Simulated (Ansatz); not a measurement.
# CH₆AlNSi: geometry optimisation

Aim: relax CH₆AlNSi at this level.

Method: RKS r2SCAN-D4/def2-TZVP; program: Ansatz 0.2.0.

### 1 The system as given

10 atoms, charge 0, spin multiplicity 1.

Atoms are counted from 1 here; the program's logs count them from 0.

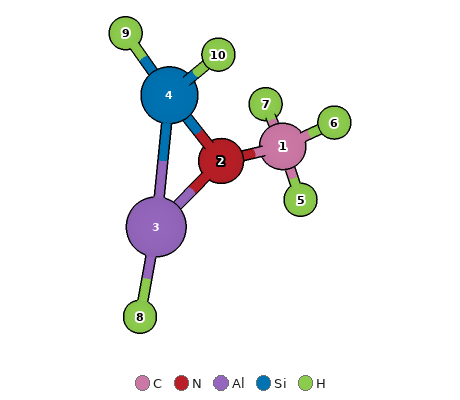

The starting geometry (carbon pink, nitrogen red, aluminium purple, silicon blue, hydrogen green); atoms are numbered from 1 in the order of the file.

Geometry (Å):

```mol
CH6AlNSi
  3D, bonds by distance, orders not assigned

 10 10  0  0  0  0  0  0  0  0999 V2000
   -0.1567    1.4251   -0.2086 C   0  0
    0.1250    0.0062   -0.2368 N   0  0
    0.8169   -1.4292   -1.0763 Al  0  0
   -0.2451   -1.2784    0.9848 Si  0  0
    0.1857    1.9252   -1.1393 H   0  0
    0.3487    1.9302    0.6473 H   0  0
   -1.2474    1.6285   -0.1017 H   0  0
    1.5611   -1.6998   -2.4611 H   0  0
   -1.7216   -1.4769    1.2606 H   0  0
    0.4162   -1.0819    2.3339 H   0  0
  1  2  8  0
  1  5  8  0
  1  6  8  0
  1  7  8  0
  2  3  8  0
  2  4  8  0
  3  4  8  0
  3  8  8  0
  4  9  8  0
  4 10  8  0
M  END
```

### 2 Relaxation

input.yaml reads:

```yaml
crystal:
  periodic: [false, false, false]
  atoms:
    - { symbol: C, position_ang: [-0.156653, 1.425143, -0.208582] }
    - { symbol: "N", position_ang: [0.125028, 0.006192, -0.236801] }
    - { symbol: Al, position_ang: [0.816913, -1.429191, -1.076273] }
    - { symbol: Si, position_ang: [-0.245052, -1.278404, 0.984845] }
    - { symbol: H, position_ang: [0.185739, 1.925179, -1.139257] }
    - { symbol: H, position_ang: [0.348679, 1.930168, 0.647326] }
    - { symbol: H, position_ang: [-1.247374, 1.628468, -0.101738] }
    - { symbol: H, position_ang: [1.561135, -1.699799, -2.461079] }
    - { symbol: H, position_ang: [-1.721559, -1.476942, 1.260624] }
    - { symbol: H, position_ang: [0.416244, -1.081914, 2.333935] }
basis:
  gaussian: { orbitals: def2-TZVP }
hamiltonian:
  xc: r2scan
  dispersion: d4
output:
  forces: true
relax:
  f_tol: 0.003
  max_steps: 120
```

Launch:

```bash
$ ansatz run input.yaml --threads 1 --pin off --max-ram 2560MiB --backend cpu --events-out ev --progress --plain --runs-dir out
```

**Question.** What will these runs give? Wanted: energy gained; root mean square move; dipole moment.

The runs gave:

| quantity | value |
| --- | --- |
| energy gained | 0.0456 eV |
| root mean square move | 0.033 Å |
| dipole moment | 1.25 D |

Bond lengths: C1–N2 1.449 Å, C1–H5 1.093 Å, C1–H6 1.097 Å, C1–H7 1.097 Å, N2–Al3 1.776 Å, N2–Si4 1.774 Å, Al3–Si4 2.300 Å, Al3–H8 1.581 Å, Si4–H9 1.496 Å, Si4–H10 1.496 Å. Angles: N2–C1–H5 111.1°, N2–C1–H6 111.2°, N2–C1–H7 111.2°, H5–C1–H6 107.9°, H5–C1–H7 107.9°, H6–C1–H7 107.4°, C1–N2–Al3 150.0°, C1–N2–Si4 129.2°, Al3–N2–Si4 80.8°, N2–Al3–Si4 49.6°, N2–Al3–H8 135.8°, Si4–Al3–H8 174.6°, N2–Si4–Al3 49.7°, N2–Si4–H9 114.8°, N2–Si4–H10 114.8°, Al3–Si4–H9 127.0°, Al3–Si4–H10 127.0°, H9–Si4–H10 105.8°. No frequencies were computed here.
